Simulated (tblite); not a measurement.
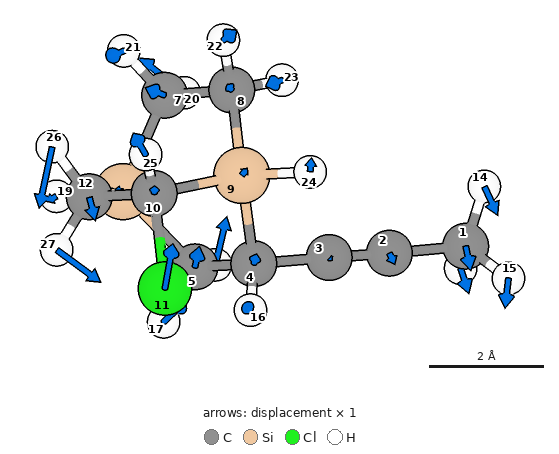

This is a relaxation of C$_{9}$H$_{15}$ClSi$_{2}$. The starting structure is drawn; blue arrows show the displacements, at their true length. The two geometries are superimposed by the best rigid fit.

Style: ball-and-stick. Shown at a tilt.

All numbers below come from GFN2-xTB geometry optimisation, gas phase (tblite). 

What happened in the run?

Answer. The energy falls by 95.7 kJ/mol in 193 geometry steps. An H atom moves most after the best rigid fit: 1.14 Å. By element the largest moves are H 1.14 Å, Cl 1.10 Å, C 0.50 Å, Si 0.19 Å. Some distances before and after: Si–Si 2.745 → 3.007 Å, C–C 1.486 → 1.546 Å, C–Si 1.854 → 1.911 Å, C–C 1.493 → 1.445 Å. Bond angles that change, for instance: C–Si–H 105.1° → 114.8°, H–C–H 115.0° → 106.1°, C–C–H 116.2° → 108.6°. Cost: 3.7 s on 2 threads of Intel(R) Xeon(R) Platinum 8488C, with other jobs on the host.
